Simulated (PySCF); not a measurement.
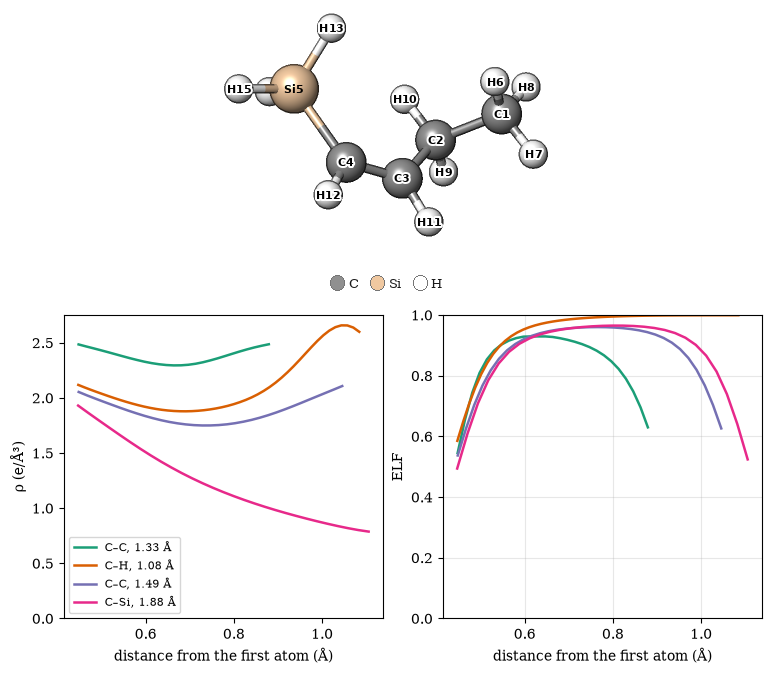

*C4H10Si. Electron density and ELF along straight lines between neighbouring atoms. The curves leave out the atomic cores. The structure is drawn too.*

Geometry: GFN2-xTB.

Computed with PBE0/pcSseg-1, SCF density, in a chloroform solvent model, non-relativistic (PySCF).

```xyz
15

C    -2.0347    0.5822   -0.3900
C    -1.0086   -0.0284    0.5649
C    -0.1810   -1.0588   -0.1310
C     1.1272   -0.9832   -0.3408
Si    2.2676    0.4158    0.1907
H    -1.5295    1.0716   -1.2197
H    -2.6887   -0.1885   -0.7930
H    -2.6464    1.3182    0.1265
H    -1.5365   -0.4987    1.4002
H    -0.3663    0.7571    0.9657
H    -0.7461   -1.9123   -0.4944
H     1.5936   -1.8054   -0.8717
H     1.8221    1.6952   -0.3718
H     2.3114    0.5258    1.6531
H     3.6115    0.1174   -0.3108
```

What kind of bonding do the profiles show?

C–C (1.33 Å): ρ at the midpoint is about 2.3 e/Å³; the ELF peaks at about 0.95 between the atoms (a multiple bond).
C–H (1.08 Å): ρ at the midpoint is about 2 e/Å³; the ELF climbs to about 1 towards the hydrogen, as it does in any bond to H (a covalent bond by its length).
C–C (1.49 Å): the density is about 1.8 e/Å³ at the midpoint; the ELF peaks at about 0.95 between the atoms; a covalent bond.
C–Si (1.88 Å): the density is about 0.93 e/Å³ at the midpoint; the ELF peaks at about 0.95 between the atoms, as expected for a shared electron pair.
